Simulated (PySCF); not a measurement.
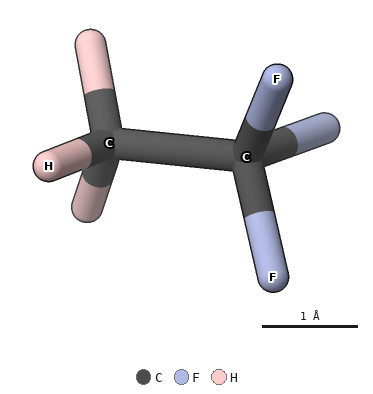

**Figure 1.** The structure (stick view, seen at a tilt).

## Frequency calculation, with input and output: C$_{2}$H$_{3}$F$_{3}$

System: C$_{2}$H$_{3}$F$_{3}$.
Method: B3LYP/pcSseg-1 displacements along normal modes, gas phase (PySCF 2.14.0).

The input sets isotopic masses.

### The input
```
{"job": {"xc": "B3LYP", "basis": "pcSseg-1", "grid": 2, "temperatures": [300, 350], "kind": "vib", "mass_numbers": [12, 12, 19, 19, 19, 1, 1, 1]}, "charge": 0, "multiplicity": 1}
C     -0.786653    -0.015156     0.125795
C      0.692388     0.022209    -0.132930
F      1.085391     1.215049    -0.634329
F      1.071776    -0.925148    -1.020234
F      1.404607    -0.186429     0.997726
H     -1.323680     0.151924    -0.810753
H     -1.049147     0.766559     0.842408
H     -1.058453    -0.991360     0.534056
```

The first line tells a small driver script what to run in PySCF; the rest is the geometry in Å.

Launch command:
```bash
OMP_NUM_THREADS=1 python <driver script> task.json out
```

### What the program printed
```
mode    cm-1    km/mol   phi_rrr   E(+)/cm-1  E(-)/cm-1
  1    222.48     0.00      -1.2      63.71      68.85
  2    361.93     0.68     -25.6      64.85      65.76
  3    362.34     0.67       1.4      66.59      64.18
  4    531.64     0.78     -22.3      95.52      96.01
  5    531.78     0.80     -19.4      94.88      96.69
  6    593.46    22.51       0.4     106.84     106.82
  7    826.63     5.50     123.2     153.30     144.43
  8    966.58    67.07      65.8     176.07     173.06
  9    966.76    66.79      -6.7     174.38     174.70
 10   1231.02   255.82      72.4     224.26     219.36
 11   1231.25   255.63      94.4     225.66     218.00
 12   1279.95   169.22      66.6     232.73     227.94
 13   1426.56   100.08     143.4     262.25     251.93
 14   1474.11     1.76      68.3     267.78     263.07
 15   1474.49     1.76      10.0     265.99     264.96
 16   3061.06     0.35   -1039.5     515.13     589.90
 17   3149.26     2.14     -86.8     566.75     572.88
 18   3149.54     2.15     826.3     599.83     539.90
```

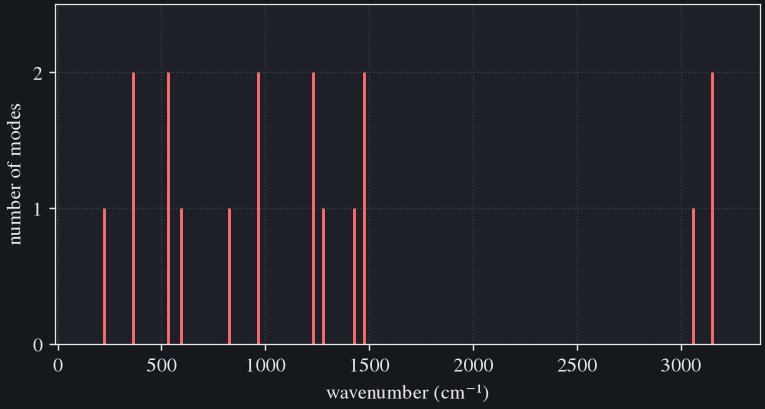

**Figure 2.** Harmonic vibrational wavenumbers from the force constants; neighbouring modes closer than 13 cm⁻¹ are counted in one stick. 18 modes from 222 to 3150 cm⁻¹, none imaginary.

### Results in brief

```csv
quantity,value
outcome,converged
"wavenumbers, lowest and highest",222 and 3150 cm⁻¹
hardware,"1 CPU thread, shared host"
wall time,2 min
peak memory,0.54 GiB
```
